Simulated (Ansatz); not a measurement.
# KF (SMILES [F][K]) at SVWN5/def2-TZVPP

Aim: the electronic atomisation energy of KF at SVWN5/def2-TZVPP, from 3 runs. 

The results are computed with Ansatz 0.2.0.

38 further runs of the same task are left out: 38 set aside as unsound or not needed.

**1. Starting point**

The species is KF (2 atoms), meant as a singlet with charge 0. SMILES: `[F][K]`. Geometry: relaxed at PBE0-D4/def2-TZVP.

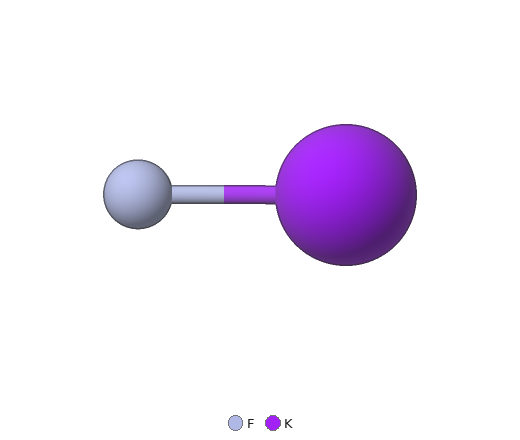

The structure, seen from a chosen angle (fluorine light blue, potassium purple).

**2. The energy at SVWN5/def2-TZVPP**

The input, input.yaml:

```yaml
crystal:
  periodic: [false, false, false]
  atoms:
    - {symbol: F, position_ang: [0.946100, -0.362400, 0.470400]}
    - {symbol: K, position_ang: [-0.916600, 0.302200, -0.466300]}
basis:
  gaussian: {orbitals: def2-TZVPP}
hamiltonian: {xc: {name: SVWN5}}
accuracy: high
output: {orbitals: {seedname: orbitals}}
```

The run is started by

```sh
$ ansatz run input.yaml --threads 1 --pin off --max-ram 3480MiB --events-out events.jsonl --progress --plain --runs-dir runs
```

Log:

```text
Warning: RAYON_NUM_THREADS=1 ignored (pool sized by the plan → 1); use --threads N
Functional definition: SVWN5
  name "SVWN5"
  exchange = slater_x
  correlation = vwn5_c
1006 factors; integrals over basis functions are off by at most 3.8e-9 eV
mean field evaluation 1: about -18975.1674 eV, gradient 5.4e1 eV
mean field evaluation 2: about -18655.6561 eV, gradient 1.8e2 eV
mean field evaluation 4: about -18978.2387 eV, gradient 3.2e1 eV
mean field evaluation 8: about -18979.8376 eV, gradient 3.2e-1 eV
mean field evaluation 16: about -18979.8379 eV, gradient 9.9e-6 eV
mean field -18979.83791959 eV, -697.4961785487 hartree, gradient 7.4e-9 eV, S^2 0.000000; 0 other end points of the search recorded, 0 dependent functions left out
reference -18979.83792509 eV, -697.4961787510 hartree; 14, 14 occupied and 50, 50 virtual orbitals, 1006 factors
Total energy: -18979.83792509 eV, -697.4961787510 hartree
```

It took 1.8 s on 1 thread of Arm Neoverse V1, shared host; peak memory 0.14 GiB.

**3. The F atom**

The input, run.yaml:

```yaml
crystal:
  periodic: [false, false, false]
  atoms:
    - {symbol: F, position_ang: [0.000000, 0.000000, 0.000000]}
basis:
  gaussian: {orbitals: def2-TZVPP}
magnetization: {spin_polarized: true, initial_magnetization: 1}
hamiltonian: {xc: {name: SVWN5}}
accuracy: high
```

The run is started by

```sh
$ ansatz run run.yaml --threads 1 --pin off --max-ram 3480MiB --events-out events.jsonl --progress --plain --runs-dir runs
```

Log:

```text
Warning: RAYON_NUM_THREADS=1 ignored (pool sized by the plan → 1); use --threads N
Functional definition: SVWN5
  name "SVWN5"
  exchange = slater_x
  correlation = vwn5_c
309 factors; integrals over basis functions are off by at most 2.7e-9 eV
mean field evaluation 1: about -2696.7464 eV, gradient 7.1e0 eV
mean field evaluation 2: about -2696.5795 eV, gradient 1.1e1 eV
mean field evaluation 4: about -2696.8343 eV, gradient 2.8e0 eV
mean field evaluation 8: about -2696.8497 eV, gradient 2.7e-1 eV
mean field evaluation 16: about -2696.8499 eV, gradient 2.8e-7 eV
mean field evaluation 32: about -2696.8499 eV, gradient 3.4e-4 eV
mean field -2696.84985957 eV, -99.1074043488 hartree, gradient 8.0e-9 eV, S^2 0.751174; 1 other end points of the search recorded, 0 dependent functions left out
reference -2696.84986034 eV, -99.1074043771 hartree; 5, 4 occupied and 26, 27 virtual orbitals, 309 factors
Total energy: -2696.84986034 eV, -99.1074043771 hartree
```

It took 0.46 s on 1 thread of Arm Neoverse V1, shared host.

**4. The K atom, same level**

The input, run.yaml:

```yaml
crystal:
  periodic: [false, false, false]
  atoms:
    - {symbol: K, position_ang: [0.000000, 0.000000, 0.000000]}
basis:
  gaussian:
    orbitals: def2-TZVPP
magnetization:
  spin_polarized: true
  initial_magnetization: 1
hamiltonian:
  xc: {name: SVWN5}
accuracy: high
```

Run the same way, it converges to -598.17868 Eh (log not shown).

**5. Results**

Level: SVWN5/def2-TZVPP.

| quantity | value |
| --- | --- |
| molecule: total energy | -697.49618 Eh |
| molecule: HOMO energy | -4.81 eV |
| molecule: LUMO energy | -1.48 eV |
| molecule: HOMO–LUMO gap | 3.33 eV |
| F atom: total energy | -99.10740 Eh |
| F atom: ⟨S²⟩ | 0.751 |
| K atom: total energy | -598.17868 Eh |
| K atom: ⟨S²⟩ | 0.750 |
| electronic atomisation energy | 5.717 eV |

In words: Taking the molecule apart into free atoms costs 5.72 eV (132 kcal/mol), before zero-point energy and without spin-orbit coupling.
